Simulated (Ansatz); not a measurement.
# Trigonal tellurium under LDA: convergence with the plane-wave cutoff, part 2 of 2

Aim: find which plane-wave cutoff is enough for energy and pressure. The geometry was relaxed under LDA beforehand and stays fixed; 9 values are run, from 150 to 800 eV. Wanted are the values from which on the energy stays within 10 and 1 meV/atom, and the pressure within 0.5 GPa, of the last run. Within the series other settings stay, but some runs also write fields, which adds to their time. Spin polarisation is left out.

Ansatz 0.2.0; DFT LDA, plane waves with PAW, scalar-relativistic. Earlier steps stand in the parts before.

### 7 With a cutoff of 350 eV

The run at 350 eV.

File input.yaml:

```yaml
crystal:
  lattice:
    - [4.2966332825, 0.0, 0.0]
    - [-2.1483166412, 3.7209935734, 0.0]
    - [0.0, 0.0, 5.9041060663]
  atoms:
    - { symbol: Te, position: [0.2855404168, 1.0, 0.3333333333] }
    - { symbol: Te, position: [1.0, 0.2855404168, 0.6666666667] }
    - { symbol: Te, position: [0.7144595832, 0.7144595832, 1.0] }
hamiltonian:
  xc: lda
  pseudopotentials:
    kind: paw
    azcp:
      Te: "pseudopotentials/Te.paw.azcp"
basis:
  ecutwfc: 350
  fft_grid_basis: typed
kpoints:
  mp_grid: { grid: [9, 9, 6], shift: [0, 0, 0] }
magnetization:
  spin_polarized: false
scf:
  occupations: { method: fermi_dirac, width: 0.05 }
  lower_state_search: "off"
output:
  stress: true
```

Command:

```bash
$ ansatz run input.yaml --threads 2 --pin off --max-ram 5120MiB --backend cpu --events-out ev --progress --plain --runs-dir out
```

Log, cut to the lines that bear on the results:

```text
Warning: basis.ecutwfc = 350 eV is below the records' recommended 420 eV, and the density's cutoff is lower with it unless basis.ecutrho_ratio is high enough to keep the records' density cutoff: compare with a run at a higher cutoff
Warning: <dir> the record states the generating functional pbe (its physics header spells it `PBE`), which answers neither for hamiltonian.xc's functional nor for the lda family's — results may be inconsistent (PPs are generated against a specific XC)
Warning: RAYON_NUM_THREADS=2 ignored (pool sized by the plan → 2); use --threads N
[...]
Pseudopotentials: kind: paw
Pseudopotential: Te, paw, valence charge 16, recommended cutoff 420 eV (normal), <dir>
Functional definition: SPW92
[...]
Crystal: 3 atoms, lattice volume = 94.393 Å³
Basis set: ecut = 350 eV, 1399 PW (Γ)
Bands: 28, of which v1, the nominal top of the filled ones, is band 24 counted from 1 (23 counted from 0)
Symmetry: 6 space group operations
Space group: P3121 (ITA 152), of the structure as read, at distance tolerance 4.6e-5 Å
k-points: 62 of 486 (time reversal used)
[...]
SCF iter   1: F=—  HF=-20481.594500 eV  |F-HF|=—  |Δ(HF+E_count)|=         —  Δρ=4.54e-3  dr2=7.97e-3  ethr=1.77e-3  ⟨swp⟩=6.8  Hψ=7663  notcnv=0
[...]
SCF iter   6: F=-20481.587458 eV  HF=-20481.587458 eV  |F-HF|=5.46e-9  |Δ(HF+E_count)|=   2.28e-7  Δρ=3.54e-6  dr2=1.29e-8  ethr=2.08e-10  ⟨swp⟩=5.0  Hψ=5939  notcnv=0
[...]
SCF converged after 6 iterations
Free energy (F): -20481.587458 eV
[...]
E sigma→0 (E₀):  -20481.586833 eV
Entropy (-TS):   -0.001250 eV (-0.417 meV/atom)
Fermi energy:    9.724614 eV
[...]
--- Stress (GPa, compression-positive) ---
       -0.169981       0.000000       0.000000
        0.000000      -0.169981      -0.000000
        0.000000      -0.000000       0.048220
  P = ⅓ Tr σ = -0.0972 GPa (-0.972 kbar)
```

Wall time 3.7 s (2 threads of Intel Xeon 6975P-C (Granite Rapids), shared host); peak memory 0.4 GiB.

### 8 With a cutoff of 420 eV

The run at 420 eV.

Changes to input.yaml since step 7:

```diff
@@ -16,3 +16,3 @@
 basis:
-  ecutwfc: 350
+  ecutwfc: 420
   fft_grid_basis: typed
```

Command:

```bash
$ ansatz run input.yaml --threads 2 --pin off --max-ram 5120MiB --backend cpu --events-out ev --progress --plain --runs-dir out
```

Log, cut to the lines that bear on the results:

```text
Warning: <dir> the record states the generating functional pbe (its physics header spells it `PBE`), which answers neither for hamiltonian.xc's functional nor for the lda family's — results may be inconsistent (PPs are generated against a specific XC)
Warning: RAYON_NUM_THREADS=2 ignored (pool sized by the plan → 2); use --threads N
[...]
[... 3 set-up lines as earlier in the session ...]
[...]
Crystal: 3 atoms, lattice volume = 94.393 Å³
Basis set: ecut = 420 eV, 1861 PW (Γ)
Bands: 28, of which v1, the nominal top of the filled ones, is band 24 counted from 1 (23 counted from 0)
[... 2 set-up lines as earlier in the session ...]
k-points: 62 of 486 (time reversal used)
[...]
SCF iter   1: F=—  HF=-20481.600514 eV  |F-HF|=—  |Δ(HF+E_count)|=         —  Δρ=4.61e-3  dr2=8.14e-3  ethr=1.77e-3  ⟨swp⟩=7.0  Hψ=7761  notcnv=0
[...]
SCF iter   6: F=-20481.593439 eV  HF=-20481.593439 eV  |F-HF|=1.54e-8  |Δ(HF+E_count)|=   7.09e-8  Δρ=5.28e-6  dr2=1.75e-8  ethr=2.08e-10  ⟨swp⟩=4.9  Hψ=5752  notcnv=0
[...]
SCF converged after 6 iterations
Free energy (F): -20481.593439 eV
[...]
E sigma→0 (E₀):  -20481.592814 eV
Entropy (-TS):   -0.001249 eV (-0.416 meV/atom)
Fermi energy:    9.724117 eV
[...]
--- Stress (GPa, compression-positive) ---
       -0.170672       0.000000       0.000000
        0.000000      -0.170672      -0.000000
        0.000000      -0.000000       0.047288
  P = ⅓ Tr σ = -0.0980 GPa (-0.980 kbar)
```

Run time: 4.4 s. Hardware: 2 threads of Intel Xeon 6975P-C (Granite Rapids), shared host; peak memory 0.42 GiB.

### 9 With a cutoff of 500 eV

The run at 500 eV.

Changes to input.yaml since step 8:

```diff
@@ -16,3 +16,3 @@
 basis:
-  ecutwfc: 420
+  ecutwfc: 500
   fft_grid_basis: typed
```

Command:

```bash
$ ansatz run input.yaml --threads 2 --pin off --max-ram 5120MiB --backend cpu --events-out ev --progress --plain --runs-dir out
```

Log, cut to the lines that bear on the results:

```text
Warning: <dir> the record states the generating functional pbe (its physics header spells it `PBE`), which answers neither for hamiltonian.xc's functional nor for the lda family's — results may be inconsistent (PPs are generated against a specific XC)
Warning: RAYON_NUM_THREADS=2 ignored (pool sized by the plan → 2); use --threads N
[...]
[... 3 set-up lines as earlier in the session ...]
[...]
Crystal: 3 atoms, lattice volume = 94.393 Å³
Basis set: ecut = 500 eV, 2391 PW (Γ)
Bands: 28, of which v1, the nominal top of the filled ones, is band 24 counted from 1 (23 counted from 0)
[... 2 set-up lines as earlier in the session ...]
k-points: 62 of 486 (time reversal used)
[...]
SCF iter   1: F=—  HF=-20481.604473 eV  |F-HF|=—  |Δ(HF+E_count)|=         —  Δρ=4.71e-3  dr2=8.35e-3  ethr=1.77e-3  ⟨swp⟩=7.0  Hψ=7819  notcnv=0
[...]
SCF iter   6: F=-20481.597320 eV  HF=-20481.597320 eV  |F-HF|=1.96e-8  |Δ(HF+E_count)|=   7.69e-8  Δρ=5.87e-6  dr2=2.06e-8  ethr=2.08e-10  ⟨swp⟩=5.0  Hψ=5958  notcnv=0
[...]
SCF converged after 6 iterations
Free energy (F): -20481.597320 eV
[...]
E sigma→0 (E₀):  -20481.596695 eV
Entropy (-TS):   -0.001250 eV (-0.417 meV/atom)
Fermi energy:    9.723888 eV
[...]
--- Stress (GPa, compression-positive) ---
       -0.173367       0.000000       0.000000
        0.000000      -0.173367      -0.000000
        0.000000      -0.000000       0.043438
  P = ⅓ Tr σ = -0.1011 GPa (-1.011 kbar)
```

It took 4.4 s on 2 threads of Intel Xeon 6975P-C (Granite Rapids), shared host; peak memory 0.45 GiB.

### 10 With a cutoff of 600 eV

The run at 600 eV.

Changes to input.yaml since step 9:

```diff
@@ -16,3 +16,3 @@
 basis:
-  ecutwfc: 500
+  ecutwfc: 600
   fft_grid_basis: typed
@@ -27 +27,5 @@
   stress: true
+  write_density: true
+  write_potential: true
+  elf: true
+  volumetric_format: npy
```

Command:

```bash
$ ansatz run input.yaml --threads 2 --pin off --max-ram 5120MiB --backend cpu --events-out ev --progress --plain --runs-dir out
```

Log, cut to the lines that bear on the results:

```text
Warning: <dir> the record states the generating functional pbe (its physics header spells it `PBE`), which answers neither for hamiltonian.xc's functional nor for the lda family's — results may be inconsistent (PPs are generated against a specific XC)
Warning: RAYON_NUM_THREADS=2 ignored (pool sized by the plan → 2); use --threads N
[...]
[... 3 set-up lines as earlier in the session ...]
[...]
Crystal: 3 atoms, lattice volume = 94.393 Å³
Basis set: ecut = 600 eV, 3137 PW (Γ)
Bands: 29, of which v1, the nominal top of the filled ones, is band 24 counted from 1 (23 counted from 0)
[... 2 set-up lines as earlier in the session ...]
k-points: 62 of 486 (time reversal used)
[...]
SCF iter   1: F=—  HF=-20481.605123 eV  |F-HF|=—  |Δ(HF+E_count)|=         —  Δρ=4.72e-3  dr2=8.43e-3  ethr=1.77e-3  ⟨swp⟩=7.5  Hψ=8366  notcnv=0
[...]
SCF iter   6: F=-20481.598047 eV  HF=-20481.598047 eV  |F-HF|=1.74e-8  |Δ(HF+E_count)|=   2.90e-7  Δρ=6.19e-6  dr2=3.00e-8  ethr=2.08e-10  ⟨swp⟩=11.5  Hψ=13603  notcnv=0
[...]
SCF converged after 6 iterations
Free energy (F): -20481.598047 eV
[...]
E sigma→0 (E₀):  -20481.597423 eV
Entropy (-TS):   -0.001250 eV (-0.417 meV/atom)
Fermi energy:    9.723848 eV
[...]
--- Stress (GPa, compression-positive) ---
       -0.175310       0.000000       0.000000
        0.000000      -0.175310      -0.000000
        0.000000      -0.000000       0.041003
  P = ⅓ Tr σ = -0.1032 GPa (-1.032 kbar)
--- Band table (eV; the first three rows and the last of 62) ---
[...]
```

It took 8.8 s on 2 threads of Intel Xeon 6975P-C (Granite Rapids), shared host; peak memory 0.53 GiB.

### 11 With a cutoff of 800 eV

The run at 800 eV.

Changes to input.yaml since step 10:

```diff
@@ -16,3 +16,3 @@
 basis:
-  ecutwfc: 600
+  ecutwfc: 800
   fft_grid_basis: typed
@@ -27,5 +27 @@
   stress: true
-  write_density: true
-  write_potential: true
-  elf: true
-  volumetric_format: npy
```

Command:

```bash
$ ansatz run input.yaml --threads 2 --pin off --max-ram 5120MiB --backend cpu --events-out ev --progress --plain --runs-dir out
```

Log, cut to the lines that bear on the results:

```text
Warning: <dir> the record states the generating functional pbe (its physics header spells it `PBE`), which answers neither for hamiltonian.xc's functional nor for the lda family's — results may be inconsistent (PPs are generated against a specific XC)
Warning: RAYON_NUM_THREADS=2 ignored (pool sized by the plan → 2); use --threads N
[...]
[... 3 set-up lines as earlier in the session ...]
[...]
Crystal: 3 atoms, lattice volume = 94.393 Å³
Basis set: ecut = 800 eV, 4827 PW (Γ)
Bands: 28, of which v1, the nominal top of the filled ones, is band 24 counted from 1 (23 counted from 0)
[... 2 set-up lines as earlier in the session ...]
k-points: 62 of 486 (time reversal used)
[...]
SCF iter   1: F=—  HF=-20481.605481 eV  |F-HF|=—  |Δ(HF+E_count)|=         —  Δρ=4.71e-3  dr2=8.34e-3  ethr=1.77e-3  ⟨swp⟩=7.1  Hψ=7939  notcnv=0
[...]
SCF iter   6: F=-20481.598605 eV  HF=-20481.598605 eV  |F-HF|=2.59e-8  |Δ(HF+E_count)|=   7.96e-8  Δρ=6.68e-6  dr2=2.54e-8  ethr=2.08e-10  ⟨swp⟩=5.0  Hψ=6033  notcnv=0
[...]
SCF converged after 6 iterations
Free energy (F): -20481.598605 eV
[...]
E sigma→0 (E₀):  -20481.597980 eV
Entropy (-TS):   -0.001250 eV (-0.417 meV/atom)
Fermi energy:    9.723835 eV
[...]
--- Stress (GPa, compression-positive) ---
       -0.175596       0.000000       0.000000
        0.000000      -0.175596      -0.000000
        0.000000      -0.000000       0.040646
  P = ⅓ Tr σ = -0.1035 GPa (-1.035 kbar)
```

Run time: 7.4 s. Hardware: 2 threads of Intel Xeon 6975P-C (Granite Rapids), shared host; peak memory 0.64 GiB.

### 12 Convergence table

Energies count from the run at 800 eV.

| cutoff (eV) | plane waves at Γ | E(σ → 0) (meV/atom) | P (GPa) | SCF cycles | CPU time |
| --- | --- | --- | --- | --- | --- |
| 150 | 413 | 51423.59 | -21.08 | 7 | 2.2 s |
| 200 | 601 | 7318.80 | -2.25 | 6 | 4.8 s |
| 250 | 891 | 785.55 | -0.23 | 6 | 5.3 s |
| 300 | 1121 | 53.37 | -0.08 | 6 | 5.2 s |
| 350 | 1399 | 3.72 | -0.10 | 6 | 6.9 s |
| 420 | 1861 | 1.72 | -0.10 | 6 | 8.3 s |
| 500 | 2391 | 0.43 | -0.10 | 6 | 8.2 s |
| 600 | 3137 | 0.19 | -0.10 | 6 | 17 s |
| 800 | 4827 | 0.00 | -0.10 | 6 | 14 s |

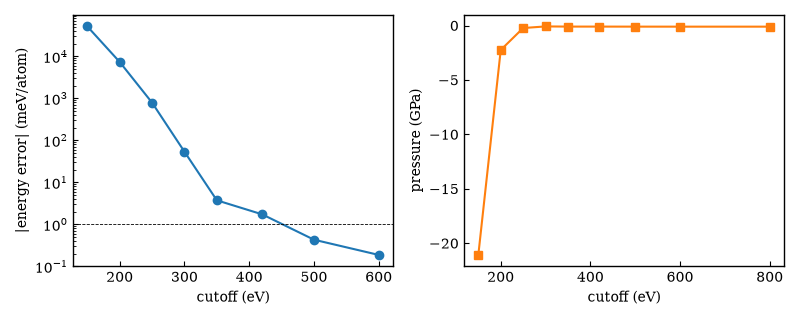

Energy and pressure against the plane-wave cutoff; the dashed line marks 1 meV/atom.

### 13 Results

The summary covers parts 1 to 2.

| quantity | value |
| --- | --- |
| E(σ → 0) stays within 10 meV/atom of 800 eV | from 350 eV on |
| E(σ → 0) stays within 1 meV/atom | from 500 eV on |
| pressure stays within 0.5 GPa | from 250 eV on |
| pressure at 800 eV | -0.10 GPa |
| CPU time, dearest over cheapest | 7.6 |
| run at the usual settings (mesh 8×8×5 against the series' 9×9×6, 420 eV) | +1.3 meV/atom from 800 eV, -0.09 GPa |

The far end, 150 eV, lies +51424 meV/atom and -21.0 GPa from the yardstick. The energy falls at each step up in cutoff, as the variational principle asks. Total energies within 1 meV/atom need 500 eV; differences between like structures often settle sooner. Too low a cutoff pulls the pressure down (Pulay stress). The cell taken over is 7 % smaller than the measured one (33.92 Å³/atom, COD).
